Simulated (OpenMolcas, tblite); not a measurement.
C2H3AlO (SMILES C#[C][AlH][OH]): the electronic atomisation energy, rung by rung

C2H3AlO: 7 atoms, total charge 0, spin state singlet. As SMILES, `C#[C][AlH][OH]`. The shape comes from GFN2-xTB, which is rough for such elements, and wasn't checked as a minimum. This is one conformer, not always the lowest.

Each level gives the electronic atomisation energy (eV). The values are calculated. Electronic energies at fixed atoms, without zero-point motion or spin-orbit coupling.

```
          level            kind     program  value (eV)  CPU time (all runs)
       GFN2-xTB  semi-empirical      tblite       33.63                3.8 s
   HF/6-311+G**    Hartree–Fock  OpenMolcas       20.49                 23 s
SVWN5/6-311+G**             LDA  OpenMolcas       32.50                 46 s
 BLYP/6-311+G**             GGA  OpenMolcas       28.27                 69 s
M06-L/6-311+G**        meta-GGA  OpenMolcas       28.58              2.2 min
BHLYP/6-311+G**   global hybrid  OpenMolcas       27.22                 53 s
```

The values span 20.49 to 33.63 eV. CPU times are rough (shared hosts, several kinds of processor): they show what a rung costs within a factor of a few.

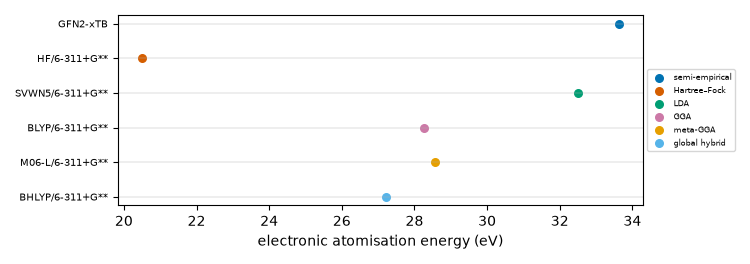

The values of the table, level by level.
